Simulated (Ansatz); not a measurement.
**FH4InO2Si: basis-set convergence**

How large a basis does FH4InO2Si need? Two functionals are run in growing sets.

Method: one geometry, several basis sets; program: Ansatz 0.2.0, Gaussian basis.

Levels to be run: PBE0-D4/def2-SVP; ωB97M-V/def2-SVP; PBE0-D4/def2-QZVPP; ωB97M-V/def2-QZVPP; the functionals' def2-TZVPP values are taken from earlier runs.

### 1 The geometry

An earlier PBE0-D4 in a triple-zeta def2 set relaxation fixed the geometry. In takes the def2 core potential; no spin-orbit term is included.

SMILES `[OH][In]([F])[O][SiH3]`, 9 atoms, charge 0, spin multiplicity 1.

Atoms are counted from 1 here; the program's logs count them from 0.

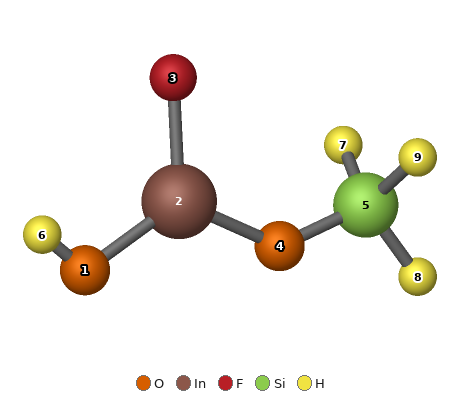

The structure; oxygen orange, indium brown, fluorine red, silicon green, hydrogen yellow; atoms are numbered from 1 in the order of the file.

### 2 PBE0-D4 in def2-SVP

in.yaml reads:

```yaml
crystal:
  periodic: [false, false, false]
  atoms:
    - {symbol: O, position_ang: [-2.484880, 1.874094, 0.672455]}
    - {symbol: In, position_ang: [-0.721718, 1.048249, 0.498901]}
    - {symbol: F, position_ang: [0.793243, 1.953163, 1.318227]}
    - {symbol: O, position_ang: [-0.343325, -0.619017, -0.430619]}
    - {symbol: Si, position_ang: [0.991392, -1.520386, -0.732579]}
    - {symbol: H, position_ang: [-2.434837, 2.694060, 1.172982]}
    - {symbol: H, position_ang: [2.000325, -0.745007, -1.506187]}
    - {symbol: H, position_ang: [0.572990, -2.704382, -1.526190]}
    - {symbol: H, position_ang: [1.626808, -1.980764, 0.533019]}
basis:
  gaussian: {orbitals: def2-SVP}
hamiltonian: {xc: pbe0, dispersion: d4}
output: {orbitals: {seedname: orbitals}}
```

On the command line:

```sh
ansatz run in.yaml --threads 4 --pin off --events-out ev --progress --plain --max-ram 10444MiB
```

The program printed:

```text
Functional definition: PBE0
  name "PBE0"
  cite "Adamo & Barone, J. Chem. Phys. 110, 6158 (1999) doi:10.1063/1.478522"
  cite "Perdew, Burke & Ernzerhof, Phys. Rev. Lett. 77, 3865 (1996) doi:10.1103/PhysRevLett.77.3865"
  parent pbe
  parameter a = 0.25
  parameter kappa = 0.804
  parameter beta = 0.06672455060314922
  exchange = (1 - a)*pbe_x(kappa = kappa, mu = beta*pi^2/3) + a*exact_x
  correlation = pbe_c(beta = beta)
1092 factors; integrals over basis functions are off by at most 1.1e-3 eV
mean field evaluation 1: about -19899.8952 eV, gradient 7.8e1 eV
mean field evaluation 2: about -19866.0111 eV, gradient 1.5e2 eV
mean field evaluation 4: about -19910.7284 eV, gradient 1.2e1 eV
mean field evaluation 8: about -19911.0567 eV, gradient 4.1e-1 eV
mean field evaluation 16: about -19911.0570 eV, gradient 5.9e-5 eV
mean field -19911.05699088 eV, -731.7178482156 hartree, gradient 5.9e-5 eV, S^2 0.000000; 0 other end points of the search recorded, 0 dependent functions left out
reference -19911.05703133 eV, -731.7178497023 hartree; 32, 32 occupied and 74, 74 virtual orbitals, 1092 factors
Total energy: -19911.20737622 eV, -731.7233747748 hartree
```

Run time: 1.2 s. Hardware: 4 threads of AMD EPYC 7B13, shared host.

### 3 ωB97M-V in def2-SVP

in.yaml, as its differences from that of step 2:

```diff
@@ -14,3 +14,3 @@
   gaussian: {orbitals: def2-SVP}
-hamiltonian: {xc: pbe0, dispersion: d4}
+hamiltonian: {xc: {name: wB97M-V}}
 output: {orbitals: {seedname: orbitals}}
```

Same command.

The program printed, shortened:

```text
Functional definition: wB97M-V
  name "wB97M-V"
  cite "Mardirossian & Head-Gordon, J. Chem. Phys. 144, 214110 (2016) doi:10.1063/1.4952647"
  cite "Becke, J. Chem. Phys. 107, 8554 (1997) doi:10.1063/1.475007"
  cite "Vydrov & Van Voorhis, J. Chem. Phys. 133, 244103 (2010) doi:10.1063/1.3521275"
  # Of w^i u^j: cxij and so on, Table III.
[...]
  gx(w, u) = 1 - cx + cx01*u + cx10*w
  gss(w, u) = css00 + css04*u^4 + css10*w + css20*w^2 + css43*w^4*u^3
  gos(w, u) = cos00 + cos10*w + (cos20 + cos21*u)*w^2 + (cos60 + cos61*u)*w^6
[...]
      + integral(e_c_pw_mod_opposite_spin*gos(b97_w_opposite, b97_u_opposite)) + vv10(b, c)
1092 factors; integrals over basis functions are off by at most 1.1e-3 eV
302 factors; integrals over basis functions are off by at most 7.4e-6 eV
[...]
mean field -19917.39107103 eV, -731.9506213678 hartree, gradient 7.3e-5 eV, S^2 0.000000; 0 other end points of the search recorded, 0 dependent functions left out
reference -19917.39113479 eV, -731.9506237109 hartree; 32, 32 occupied and 74, 74 virtual orbitals, 1092 factors
Total energy: -19917.39113479 eV, -731.9506237109 hartree
```

Wall time 4 s (4 threads of AMD EPYC 7B13, shared host).

### 4 PBE0-D4 in def2-QZVPP

in.yaml, as its differences from that of step 3:

```diff
@@ -13,4 +13,4 @@
 basis:
-  gaussian: {orbitals: def2-SVP}
-hamiltonian: {xc: {name: wB97M-V}}
+  gaussian: {orbitals: "def2-QZVPP.json"}
+hamiltonian: {xc: pbe0, dispersion: d4}
 output: {orbitals: {seedname: orbitals}}
```

Same command.

The program printed:

```text
Functional definition: PBE0
  name "PBE0"
  cite "Adamo & Barone, J. Chem. Phys. 110, 6158 (1999) doi:10.1063/1.478522"
  cite "Perdew, Burke & Ernzerhof, Phys. Rev. Lett. 77, 3865 (1996) doi:10.1103/PhysRevLett.77.3865"
  parent pbe
  parameter a = 0.25
  parameter kappa = 0.804
  parameter beta = 0.06672455060314922
  exchange = (1 - a)*pbe_x(kappa = kappa, mu = beta*pi^2/3) + a*exact_x
  correlation = pbe_c(beta = beta)
1672 factors; their error is unknown
mean field evaluation 1: about -19910.3254 eV, gradient 9.2e1 eV
mean field evaluation 2: about -19862.5479 eV, gradient 1.8e2 eV
mean field evaluation 4: about -19923.3873 eV, gradient 1.8e1 eV
mean field evaluation 8: about -19923.7977 eV, gradient 3.6e-1 eV
mean field evaluation 16: about -19923.8520 eV, gradient 2.0e-4 eV
mean field -19923.85203688 eV, -732.1880574833 hartree, gradient 5.3e-5 eV, S^2 0.000000; 0 other end points of the search recorded, 0 dependent functions left out
reference -19923.85208511 eV, -732.1880592560 hartree; 32, 32 occupied and 411, 411 virtual orbitals, 1672 factors
Total energy: -19924.00243000 eV, -732.1935843284 hartree
```

Run time: 7.5 s. Hardware: 4 threads of AMD EPYC 7B13, shared host; peak memory 1.6 GiB.

### 5 ωB97M-V in def2-QZVPP

in.yaml, as its differences from that of step 4:

```diff
@@ -14,3 +14,3 @@
   gaussian: {orbitals: "def2-QZVPP.json"}
-hamiltonian: {xc: pbe0, dispersion: d4}
+hamiltonian: {xc: {name: wB97M-V}}
 output: {orbitals: {seedname: orbitals}}
```

The command is unchanged.

The program printed, shortened:

```text
Functional definition: wB97M-V
  name "wB97M-V"
  cite "Mardirossian & Head-Gordon, J. Chem. Phys. 144, 214110 (2016) doi:10.1063/1.4952647"
  cite "Becke, J. Chem. Phys. 107, 8554 (1997) doi:10.1063/1.475007"
  cite "Vydrov & Van Voorhis, J. Chem. Phys. 133, 244103 (2010) doi:10.1063/1.3521275"
  # Of w^i u^j: cxij and so on, Table III.
[...]
  gx(w, u) = 1 - cx + cx01*u + cx10*w
  gss(w, u) = css00 + css04*u^4 + css10*w + css20*w^2 + css43*w^4*u^3
  gos(w, u) = cos00 + cos10*w + (cos20 + cos21*u)*w^2 + (cos60 + cos61*u)*w^6
[...]
      + integral(e_c_pw_mod_opposite_spin*gos(b97_w_opposite, b97_u_opposite)) + vv10(b, c)
1612 factors; their error is unknown
373 factors; integrals over basis functions are off by at most 1.3e-5 eV
[...]
mean field -19930.35146650 eV, -732.4269071165 hartree, gradient 3.6e-5 eV, S^2 0.000000; 0 other end points of the search recorded, 0 dependent functions left out
reference -19930.35154818 eV, -732.4269101181 hartree; 32, 32 occupied and 411, 411 virtual orbitals, 1612 factors
Total energy: -19930.35154818 eV, -732.4269101181 hartree
```

It took 16 s on 4 threads of AMD EPYC 7B13, shared host; peak memory 1.9 GiB.

### 6 Functionals by basis

The def2-TZVPP values come from earlier runs at the same geometry.

| functional | basis | functions | energy (eV) | from the largest (eV) | HOMO (eV) | LUMO (eV) |
| --- | --- | --- | --- | --- | --- | --- |
| PBE0-D4 | def2-SVP | 106 | -19911.2074 | 12.795 | -8.62 | -2.35 |
| PBE0-D4 | def2-TZVPP | 241 | -19923.2459 | 0.756 | -8.75 | -2.54 |
| PBE0-D4 | def2-QZVPP | 443 | -19924.0024 | 0.000 | -8.78 | -2.60 |
| ωB97M-V | def2-SVP | 106 | -19917.3911 | 12.960 | -10.89 | -0.34 |
| ωB97M-V | def2-TZVPP | 241 | -19929.6466 | 0.705 | -11.06 | -0.63 |
| ωB97M-V | def2-QZVPP | 443 | -19930.3515 | 0.000 | -11.09 | -0.81 |

### 7 What came out

| quantity | value |
| --- | --- |
| PBE0-D4: double and triple zeta above quadruple | 12.80, 0.76 eV |
| ωB97M-V: double and triple zeta above quadruple | 12.96, 0.70 eV |

**Reading.** For PBE0-D4 the step from double to triple zeta gains 12.04 eV and the next only 0.76 eV. Total energies overstate the basis error of differences, where much of it tends to cancel.

For PBE0-D4 the largest set took about 6 times as long as the smallest (7.5 s against 1.2 s).
